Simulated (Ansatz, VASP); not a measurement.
# TiGe: VASP beside Ansatz, part 2 of 2

Wanted: the spread between two codes on one cell, functional and k mesh. The cell is invented: As first built, before any earlier steps moved the atoms (in the runner's words): it takes the ZrTi structure with some of its atoms replaced by other elements, volume scaled by an estimate. It may not be a known or stable phase. The cell is taken from a series of VASP runs on this material, whose earlier steps may have relaxed, scaled or displaced it; both programs get it as it stands. Valence electrons are named where the data sets of a main pair hold unlike numbers.

VASP 6.6.1 and Ansatz 0.2.0.

So far. Step 5 (VASP: band structure, LDA): The PAW data sets were made with PBE, though LDA sets exist; pressures can shift by 1 GPa and more with it. At this level the cell is under a tension of 8.8 GPa, so at these settings it is away from equilibrium.

**6. Ansatz: band structure, LDA**

Level of this step: Ansatz beside VASP: Kohn-Sham DFT, plane waves, LDA (Ansatz).

The same cell, functional (in two slightly different forms), mesh and smearing now go to Ansatz, which takes its cutoff from its data sets.

The cell is taken from a series of VASP runs on this material, whose earlier steps may have relaxed, scaled or displaced it; both programs get it as it stands.

input.yaml reads:

```yaml
crystal:
  lattice:
    - [2.8938546256, 0.0, 0.0]
    - [0.0, 2.8938546256, 0.0]
    - [0.0, 0.0, 3.8087727035]
  atoms:
    - { symbol: Ge, position: [0.5, 0.5, 0.5] }
    - { symbol: Ti, position: [0.0, 0.0, 0.0] }
hamiltonian:
  xc: lda
  pseudopotentials: { kind: paw }
kpoints:
  mp_grid: { grid: [5, 5, 4] }
  band_path:
    path:
      - [0.0, 0.0, 0.0]
      - [0.0, 0.13333, 0.0]
      - [0.0, 0.3, 0.0]
      - [0.0, 0.46667, 0.0]
      - [0.1, 0.5, 0.0]
      - [0.26667, 0.5, 0.0]
      - [0.43333, 0.5, 0.0]
      - [0.43333, 0.43333, 0.0]
      - [0.26667, 0.26667, 0.0]
      - [0.1, 0.1, 0.0]
      - [0.0, 0.0, 0.03333]
      - [0.0, 0.0, 0.2]
      - [0.0, 0.0, 0.36667]
      - [0.0, 0.0, 0.5]
      - [0.0, 0.16667, 0.5]
      - [0.0, 0.3, 0.5]
      - [0.0, 0.46667, 0.5]
      - [0.1, 0.5, 0.5]
      - [0.26667, 0.5, 0.5]
      - [0.43333, 0.5, 0.5]
      - [0.43333, 0.43333, 0.5]
      - [0.26667, 0.26667, 0.5]
      - [0.1, 0.1, 0.5]
      - [0.0, 0.5, 0.03333]
      - [0.0, 0.5, 0.2]
      - [0.0, 0.5, 0.36667]
      - [0.5, 0.5, 0.0]
      - [0.5, 0.5, 0.16667]
      - [0.5, 0.5, 0.33333]
      - [0.5, 0.5, 0.5]
    npoints: 1
scf:
  occupations: { method: gaussian, width: 0.02 }
  n_extra_bands: 7
output:
  forces: true
  stress: true
  eigenvalues: true
  write_density: true
  write_potential: true
  elf: true
  volumetric_format: npy
```

Started as:

```
> ansatz run input.yaml --threads 2 --pin off --max-ram 4608MiB --backend cpu --events-out ev --progress --plain --runs-dir out
```

Numbers of over 12 decimals in the logs are rounded to 6 here.

The program printed:

```text
[...]
Crystal: 2 atoms, lattice volume = 31.896 Å³
Basis set: ecut = 420 eV, 625 PW (Γ)
Bands: 20, of which v1, the nominal top of the filled ones, is band 13 counted from 1 (12 counted from 0)
Symmetry: 16 space group operations
[...]
k-points: 18 of 100
[...]
k-point 0: bands = [... 9 lower, 1.8841, 12.1193, 12.6814, 12.9532, 15.8061, 15.8061, 16.7550, 18.6503, ... 3 higher]
  k-point 1: bands = [... 9 lower, 2.3956, 9.4332, 13.0453, 14.1842, 15.1404, 15.1404, 16.7609, 20.0199, ... 3 higher]
  k-point 2: bands = [... 9 lower, 3.1018, 7.7343, 13.1424, 14.6992, 14.6992, 14.7671, 16.7668, 21.5415, ... 3 higher]
  k-point 17: bands = [... 9 lower, 7.3106, 10.2461, 10.5024, 12.0022, 15.9165, 16.2191, 16.3155, 16.5648, ... 3 higher]
[key lines of the parts left out:]
SCF converged after 6 iterations
Free energy (F): -6666.941115 eV
Fermi energy:    14.187645 eV
P = ⅓ Tr σ = -8.6247 GPa (-86.247 kbar)
```

Run time: 1.3 s. Hardware: 2 threads of Intel Xeon Platinum 8488C (Sapphire Rapids), shared host; peak memory 0.31 GiB; 1.4 s of CPU time.

**7. Comparison**

What differs besides the data sets and the points named for the pairs above, as far as they apply: the two LDA forms differ slightly; Ansatz makes its cores anew for this functional, VASP keeps those of its PBE data sets; VASP's log shows a relativistic correction to its local exchange, Ansatz's none. Total energies have different zeros and are not compared.

Compared:

| quantity | Ansatz | VASP | difference |
| --- | --- | --- | --- |
| pressure (GPa) | -8.62 | -8.82 | +0.20 |

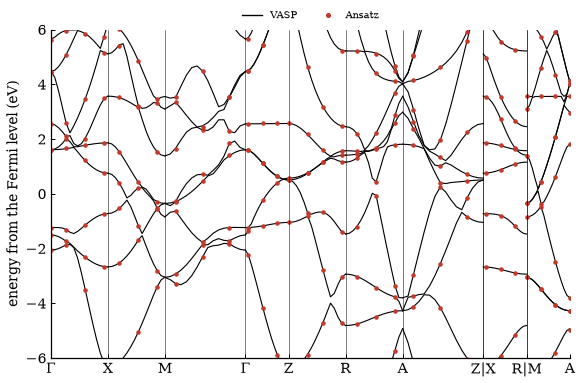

Bands from VASP (lines) and levels from Ansatz (dots). Dots without a line are higher empty bands that the VASP plot leaves out.

Levels from 3 eV below to 2 eV above the Fermi level differ by 7 meV r.m.s. and 20 meV at most; each VASP level is matched to the nearest of Ansatz, which flatters the figure a little. Ansatz's pressure holds a Pulay correction of 0.04 GPa; VASP's holds none.

**8. VASP: band structure, r2SCAN**

A single point gives forces, pressure and levels at one fixed geometry, so differences don't come from the geometry; what else differs is listed under the comparison.

INCAR reads:

```
SYSTEM = TiGe
PREC = Accurate
ENCUT = 410
EDIFF = 1E-06
NELM = 100
ISMEAR = 0
SIGMA = 0.02
LREAL = .FALSE.
ALGO = Normal
METAGGA = R2SCAN
LASPH = .TRUE.
NBANDS = 25
LORBIT = 11
LWAVE = .FALSE.
LCHARG = .FALSE.
KPAR = 4
```

POSCAR reads:

```
TiGe
1.0
    2.8938546256      0.0000000000      0.0000000000
    0.0000000000      2.8938546256      0.0000000000
    0.0000000000      0.0000000000      3.8087727035
Ge Ti
1 1
Direct
    0.5000000000      0.5000000000      0.5000000000
    0.0000000000      0.0000000000      0.0000000000
```

KPOINTS reads:

```
Automatic mesh
0
Gamma
5 5 4
0 0 0
```

KPOINTS_OPT reads:

```
Line mode
16
Line-mode
Reciprocal
  0.00000000   0.00000000   0.00000000 GAMMA
  0.00000000   0.50000000   0.00000000 X

  0.00000000   0.50000000   0.00000000 X
  0.50000000   0.50000000   0.00000000 M

  0.50000000   0.50000000   0.00000000 M
  0.00000000   0.00000000   0.00000000 GAMMA

  0.00000000   0.00000000   0.00000000 GAMMA
  0.00000000   0.00000000   0.50000000 Z

  0.00000000   0.00000000   0.50000000 Z
  0.00000000   0.50000000   0.50000000 R

  0.00000000   0.50000000   0.50000000 R
  0.50000000   0.50000000   0.50000000 A

  0.50000000   0.50000000   0.50000000 A
  0.00000000   0.00000000   0.50000000 Z

  0.00000000   0.50000000   0.00000000 X
  0.00000000   0.50000000   0.50000000 R

  0.50000000   0.50000000   0.00000000 M
  0.50000000   0.50000000   0.50000000 A
```

The projector-augmented-wave data sets are Ge_d and Ti_sv (PBE family, release 64).

Started as:

```
> mpirun -np 4 vasp_std
```

The program printed:

```text
[banner, memory and clock lines left out]
running    4 mpi-ranks, on    1 nodes
[...]
[... a notice as in an earlier step ...]

 LDA part: xc-table for (None), standard interpolation
 POSCAR, INCAR and KPOINTS ok, starting setup
[...]
entering main loop
       N       E                     dE             d eps       ncg     rms          rms(c)
DAV:   1     0.174252656810E+03    0.17425E+03   -0.10840E+04  1133   0.221E+03
DAV:   2    -0.122689650896E+02   -0.18652E+03   -0.17781E+03   940   0.437E+02
DAV:   3    -0.327839671880E+02   -0.20515E+02   -0.20234E+02   997   0.108E+02
DAV:   4    -0.334430393052E+02   -0.65907E+00   -0.65687E+00  1056   0.200E+01
[...]
DAV:  12    -0.276479307757E+02    0.96495E-06   -0.25693E-05  1207   0.379E-02    0.693E-03
DAV:  13    -0.276479336664E+02   -0.28907E-05   -0.30107E-06   925   0.175E-02    0.283E-03
DAV:  14    -0.276479340927E+02   -0.42625E-06   -0.41299E-07   513   0.533E-03
   1 F= -.27647934E+02 E0= -.27647707E+02  d E =-.453908E-03
 Start KPOINTS_OPT (optional k-point list driver)
k-point batch [1-18\144]
       N       E                     dE             ncg
DAV:   1    -0.297464262891E+04   -0.10497E+05     1077
DAV:   2    -0.641248865941E+04   -0.34378E+04      908
DAV:   3    -0.677724415079E+04   -0.36476E+03     1033
DAV:   4    -0.678752063540E+04   -0.10276E+02     1072
DAV:   5    -0.678774943350E+04   -0.22880E+00     1071
DAV:   6    -0.678775623493E+04   -0.68014E-02     1083
DAV:   7    -0.678775652812E+04   -0.29319E-03     1055
DAV:   8    -0.678775654039E+04   -0.12269E-04     1075
DAV:   9    -0.678775654098E+04   -0.59178E-06      687
[...]
k-point batch [127-144\144]
       N       E                     dE             ncg
DAV:   1    -0.300123109072E+04   -0.23391E+05     1098
DAV:   2    -0.635659835795E+04   -0.33554E+04      911
DAV:   3    -0.670321023658E+04   -0.34661E+03     1014
DAV:   4    -0.671239732001E+04   -0.91871E+01     1066
DAV:   5    -0.671258740305E+04   -0.19008E+00     1061
DAV:   6    -0.671259196210E+04   -0.45591E-02     1073
DAV:   7    -0.671259215289E+04   -0.19079E-03     1078
DAV:   8    -0.671259215919E+04   -0.63043E-05      867
DAV:   9    -0.671259215952E+04   -0.32697E-06      632
```

From OUTCAR (step 8):

```text
  Total       -0.5782822     -0.5782822     -0.3034600      0.0000000     -0.0000000      0.0000000
  in kB      -29.0477104    -29.0477104    -15.2431078      0.0000000     -0.0000000      0.0000000
  external PRESSURE =     -24.4461762 kB  Pullay stress =       0.0000000 kB

  FREE ENERGIE OF THE ION-ELECTRON SYSTEM (eV)
  ---------------------------------------------------
  free  energy   TOTEN  =       -27.6479340927 eV

  energy  without entropy=      -27.6474801844  energy(sigma->0) =      -27.64770714

[... 3 parts as in an earlier step ...]

[... 1 further part left out ...]
[key lines of the parts left out:]
E-fermi :   9.2244
```

At this level the cell is under a tension of 2.4 GPa, so at these settings it is away from equilibrium.

**9. Ansatz: band structure, r2SCAN**

The same cell, functional, mesh and smearing now go to Ansatz, which takes its cutoff from its data sets.

The cell is taken from a series of VASP runs on this material, whose earlier steps may have relaxed, scaled or displaced it; both programs get it as it stands.

Changes to input.yaml since step 6:

```diff
@@ -9,3 +9,3 @@
 hamiltonian:
-  xc: lda
+  xc: r2scan
   pseudopotentials: { kind: paw }
@@ -53,5 +53 @@
   eigenvalues: true
-  write_density: true
-  write_potential: true
-  elf: true
-  volumetric_format: npy
```

Started as:

```
> ansatz run input.yaml --threads 2 --pin off --max-ram 4608MiB --backend cpu --events-out ev --progress --plain --runs-dir out
```

The program printed:

```text
[...]
Crystal: 2 atoms, lattice volume = 31.896 Å³
Basis set: ecut = 500 eV, 821 PW (Γ), exchange–correlation on 96×96×120 points (64 copies of the dense FFT grid, shifted against one another)
Bands: 20, of which v1, the nominal top of the filled ones, is band 13 counted from 1 (12 counted from 0)
Symmetry: 16 space group operations
[...]
k-points: 18 of 100
[...]
k-point 0: bands = [... 9 lower, 1.5152, 12.3397, 12.7588, 13.0652, 16.4006, 16.4006, 17.5604, 19.2612, ... 3 higher]
  k-point 1: bands = [... 9 lower, 2.0543, 9.3804, 13.1674, 14.5678, 15.6906, 15.6906, 17.5671, 20.7031, ... 3 higher]
  k-point 2: bands = [... 9 lower, 2.8039, 7.5791, 13.2754, 15.2261, 15.2261, 15.2331, 17.5738, 22.2867, ... 3 higher]
  k-point 17: bands = [... 9 lower, 7.3664, 10.3247, 10.6766, 12.3182, 16.4435, 16.5941, 16.6584, 17.0260, ... 3 higher]
[key lines of the parts left out:]
SCF converged after 7 iterations
Free energy (F): -6808.107862 eV
Fermi energy:    14.474183 eV
P = ⅓ Tr σ = -2.1496 GPa (-21.496 kbar)
```

It took 2.5 s on 2 threads; peak memory 0.43 GiB.

**10. Comparison**

What differs besides the data sets and the points named for the pairs above, as far as they apply: VASP keeps PBE cores, Ansatz makes them for the functional; the cutoff is 500 eV in Ansatz and 410 eV in VASP; in our runs with r2SCAN, forces from VASP's data set Ti_sv part from Ansatz's all-electron ones, so neither program is the reference here. Total energies have different zeros and are not compared.

The two programs side by side:

| quantity | Ansatz | VASP | difference |
| --- | --- | --- | --- |
| pressure (GPa) | -2.15 | -2.44 | +0.29 |
| pressure without Ansatz's Pulay correction (GPa) | -2.24 | -2.44 | +0.21 |

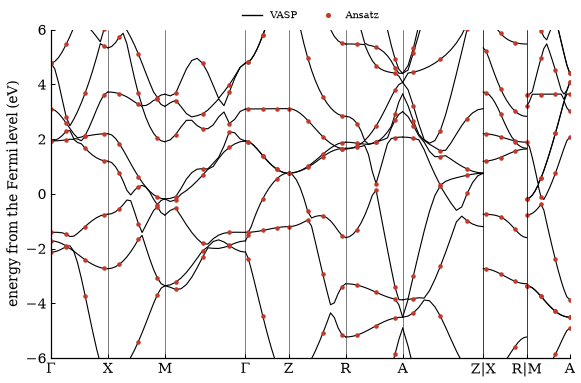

Bands from VASP (lines) and levels from Ansatz (dots). Dots without a line are higher empty bands that the VASP plot leaves out.

Levels from 3 eV below to 2 eV above the Fermi level differ by 4 meV r.m.s. and 10 meV at most; each VASP level is matched to the nearest of Ansatz, which flatters the figure a little. Ansatz's pressure holds a Pulay correction of 0.09 GPa; VASP's holds none.

**11. Summary of results**

| Item | Value |
| --- | --- |
| r.m.s. difference of levels near the Fermi level (band structure, PBE) | 7.1 meV |
| r.m.s. difference of levels near the Fermi level (band structure, LDA) | 6.9 meV |
| r.m.s. difference of levels near the Fermi level (band structure, r2SCAN) | 3.8 meV |

**Reading.** The r.m.s. difference of levels near the Fermi level is 7.1 meV (band structure, PBE), within the 80 meV picked in this series as the mark of a large difference. 2 further runs of this series are not shown here. Such differences can come from data sets, numerical settings and the points named under the comparisons, not from the functional's error against experiment.

[Lines on the potential files, build, host, timing and source positions are cut from VASP's logs without a mark.]

[Logs are printed without paths, hosts, clocks, repeated set-up lines and the standing remarks that a program may print on its own settings, such as how far it seeks lower states.]

[Hosts, paths, dates, database ids (printed as entryN), source tags and the programs' standing remarks are cut or masked in the printed files.]
